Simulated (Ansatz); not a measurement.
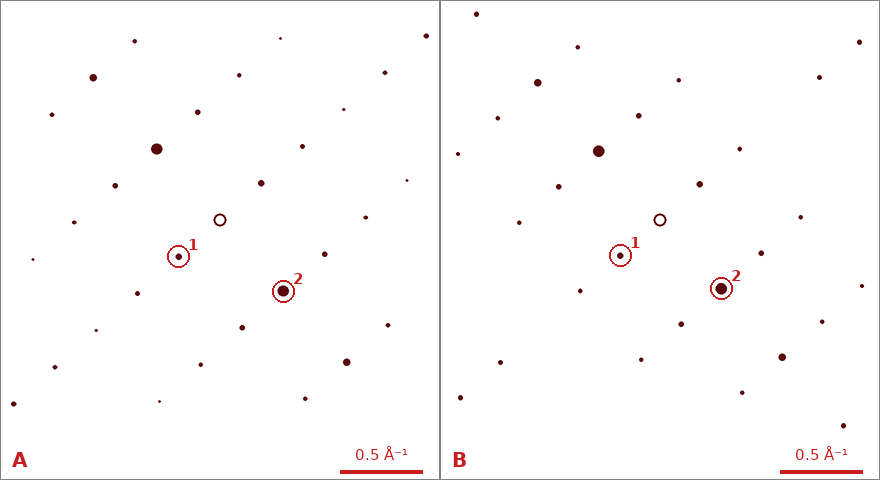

Kinematic electron diffraction patterns (200 kV, B = 0.5 Å², same scale) along [110] of the run's own cell, for the start and the end of one relaxation of Hf3S2 with Ansatz 0.2.0, DFT PBE, scalar-relativistic, plane waves, PAW. k mesh 12×12×12. The start is a generated model structure, and the relaxation ends in the nearest stationary point of its symmetry, not necessarily the ground state. Spot 1 is 0 0 -1 and spot 2 is -1 1 0 in both.

Start structure:

```
CELL_PARAMETERS angstrom
1.77260 1.02341 8.56083
-1.77260 1.02341 8.56083
0.00000 -2.04683 8.56083
ATOMIC_POSITIONS crystal
Hf 0.00000 0.00000 0.00000
Hf 0.21307 0.21307 0.21307
Hf 0.78693 0.78693 0.78693
S 0.39400 0.39400 0.39400
S 0.60600 0.60600 0.60600
```

Which pattern belongs to the start structure, and which to the relaxed one?

Answer. B is the start: its cell gives d(1) = 3.049 Å, d(2) = 1.773 Å and an angle of 90.0°. A is the relaxed structure, with d(1) = 2.948 Å (-3.3 %), d(2) = 1.712 Å (-3.4 %) and 90.0°.

What did the relaxation do to the structure and the energy?

Answer. The volume changed by +0.4 % to 18.71 Å³ an atom; with the mean shift removed, the atoms moved by up to 0.11 Å relative to the cell (Hf most); the space group stayed R-3m (No. 166); the free energy fell by 5.2 meV an atom. Relaxed cell: a = 9.431 Å, b = 9.431 Å, c = 9.431 Å, α = 20.91°, β = 20.91°, γ = 20.91°.
